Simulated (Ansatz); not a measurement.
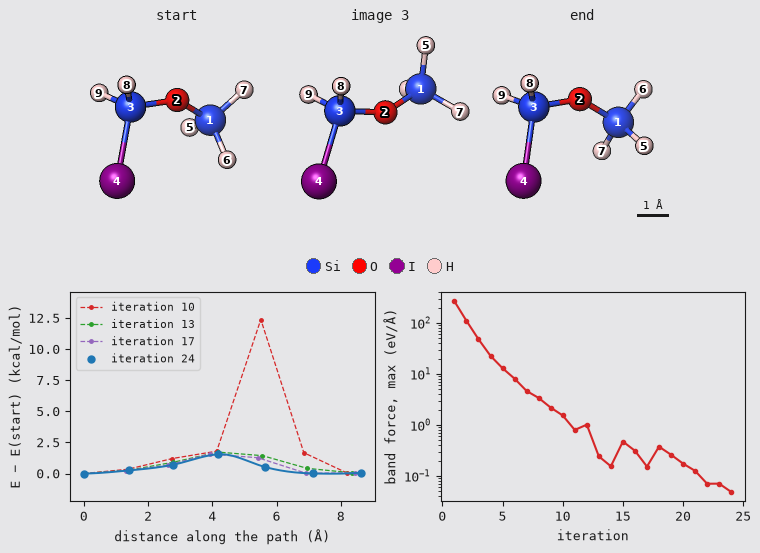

NEB run on Si2H5OI. Images are numbered from 0 (start) to 6 (end). The plot follows the band through its iterations. Style: ball-and-stick. Shown at a tilt.

Theory: Ansatz, RKS r2SCAN/def2-mTZVP. Set-up: 5 movable images; climbing image; force threshold 0.05 eV/Å; iteration limit 60; starting path through a guess of the saddle point.

Did the band converge, and can the barrier be trusted?

The run is converged, with reservations. The band converged in 24 iterations. The largest component of the band force went from 270 to 0.049 eV/Å. The climbing image converged on the top of the path. Its vibrational analysis gives one imaginary mode (53i cm⁻¹), as a transition state must have. The first iteration put the highest image at 2304.76 kcal/mol. Relative to the start the highest point is image 3 at +1.55 kcal/mol and the end lies at +0.06 kcal/mol, but the profile dips to +0.01 kcal/mol at image 5 on the way, so there is an intermediate minimum on the way.
